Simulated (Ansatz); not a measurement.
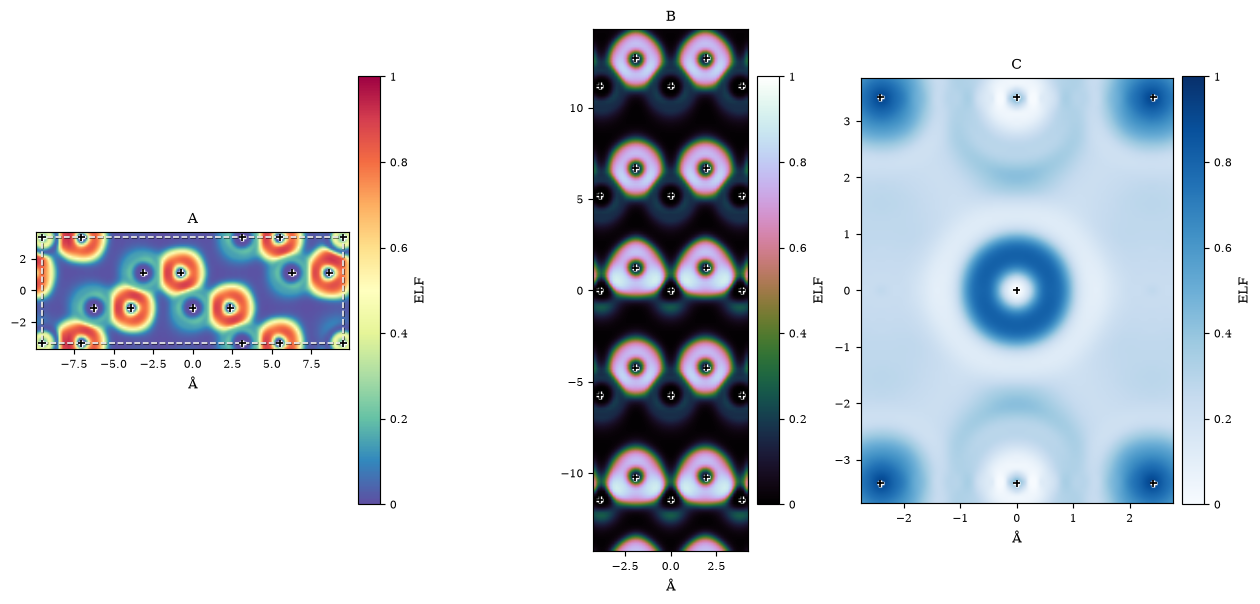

The electron localisation function of 3 systems, each on a plane through atoms (crosses mark nuclei in the plane).

These are results of Ansatz 0.2.0, DFT PBE, scalar-relativistic, plane waves, PAW, not measurements.

System 1: MgZn5S6, the (110) plane of the conventional cell. Space group P3m1; a structure generated by program, which may or may not match a known phase.

```yaml
crystal:
  lattice:
    - [3.87673, 0.00000, 0.00000]
    - [-1.93836, 3.35734, 0.00000]
    - [0.00000, 0.00000, 19.03210]
  atoms:
    - { symbol: Mg, position: [0.33333, 0.66667, 0.16655] }
    - { symbol: Zn, position: [0.00000, 0.00000, 0.99591] }
    - { symbol: Zn, position: [0.00000, 0.00000, 0.50213] }
    - { symbol: Zn, position: [0.66667, 0.33333, 0.66682] }
    - { symbol: Zn, position: [0.66667, 0.33333, 0.33766] }
    - { symbol: Zn, position: [0.33333, 0.66667, 0.83122] }
    - { symbol: S, position: [0.00000, 0.00000, 0.11965] }
    - { symbol: S, position: [0.00000, 0.00000, 0.62629] }
    - { symbol: S, position: [0.33333, 0.66667, 0.29644] }
    - { symbol: S, position: [0.66667, 0.33333, 0.79073] }
    - { symbol: S, position: [0.66667, 0.33333, 0.46143] }
    - { symbol: S, position: [0.33333, 0.66667, 0.95514] }
```

System 2: Be2Zn3Se5, the (100) plane of the conventional cell. Space group I-4m2; a structure generated by program, which may or may not match a known phase.

```cif
data_structure
_symmetry_space_group_name_H-M 'P 1'
_symmetry_Int_Tables_number 1
_cell_length_a 3.8782
_cell_length_b 3.8782
_cell_length_c 27.8630
_cell_angle_alpha 90.000
_cell_angle_beta 90.000
_cell_angle_gamma 90.000
_cell_volume 419.06
loop_
_atom_site_label
_atom_site_type_symbol
_atom_site_fract_x
_atom_site_fract_y
_atom_site_fract_z
_atom_site_occupancy
Be1 Be 0.50000 0.50000 0.20564 1
Be2 Be 0.00000 0.00000 0.70564 1
Be3 Be 0.00000 0.00000 0.29436 1
Be4 Be 0.50000 0.50000 0.79436 1
Zn1 Zn 0.50000 0.50000 0.39225 1
Zn2 Zn 0.00000 0.00000 0.89225 1
Zn3 Zn 0.50000 0.50000 0.00000 1
Zn4 Zn 0.00000 0.00000 0.50000 1
Zn5 Zn 0.00000 0.00000 0.10775 1
Zn6 Zn 0.50000 0.50000 0.60775 1
Se1 Se 0.50000 0.00000 0.25000 1
Se2 Se 0.00000 0.50000 0.75000 1
Se3 Se 0.00000 0.50000 0.33792 1
Se4 Se 0.50000 0.00000 0.83792 1
Se5 Se 0.50000 0.00000 0.44611 1
Se6 Se 0.00000 0.50000 0.94611 1
Se7 Se 0.50000 0.00000 0.05389 1
Se8 Se 0.00000 0.50000 0.55389 1
Se9 Se 0.00000 0.50000 0.16208 1
Se10 Se 0.50000 0.00000 0.66208 1
```

System 3: ZrGa3Ag, the (011) plane of the conventional cell. Space group Pm-3m; a structure generated by program, which may or may not match a known phase.

```cif
data_structure
_symmetry_space_group_name_H-M 'P 1'
_symmetry_Int_Tables_number 1
_cell_length_a 4.8355
_cell_length_b 4.8355
_cell_length_c 4.8355
_cell_angle_alpha 90.000
_cell_angle_beta 90.000
_cell_angle_gamma 90.000
_cell_volume 113.06
loop_
_atom_site_label
_atom_site_type_symbol
_atom_site_fract_x
_atom_site_fract_y
_atom_site_fract_z
_atom_site_occupancy
Zr1 Zr 0.50000 0.50000 0.50000 1
Ga1 Ga 0.50000 0.00000 0.00000 1
Ga2 Ga 0.00000 0.50000 0.00000 1
Ga3 Ga 0.00000 0.00000 0.50000 1
Ag1 Ag 0.00000 0.00000 0.00000 1
```

### Which map belongs to which system?

Panel A is system 1, MgZn5S6: the plane holds Mg, Zn and S. Zn–S (2.36 Å): the ELF peaks at about 0.90 in the valence shell of S, 0.9 Å from its nucleus, and is about 0.55 at the midpoint. Panel B is system 2, Be2Zn3Se5: the plane holds Be, Zn and Se. Be–Se (2.30 Å): the ELF peaks at about 0.90 between the atoms: a shared but strongly polarised pair. Panel C is system 3, ZrGa3Ag: the plane holds Zr, Ga and Ag. Ga–Ag (2.42 Å): the ELF is about 0.30 at the midpoint (no localised pair shows between them).
